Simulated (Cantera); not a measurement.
Input: 1 mol Ti, a varied amount of H2, 1.1 mol CH4, held at 1900 K and 1.00 bar.

Method: chemical equilibrium by Gibbs-energy minimisation in Cantera with the NASA 1993 tables (ideal gas, pure condensed phases). Candidate condensed phases: C, C6H6, C7H8, C8H18, Ti, TiC; 77 gas species. TiC: taken at fixed stoichiometry. The numbers say what is thermodynamically allowed, not how fast it happens.

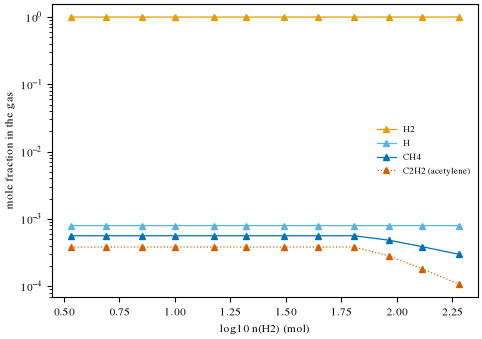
*Equilibrium gas composition (values under 1e-9 drawn at 1e-9)*

Task: Read off the mole fractions at 3.4 mol H2.

Result: H2 about 1.00, H about 0.00079, CH4 about 0.00056, C2H2 (acetylene) about 0.00038.
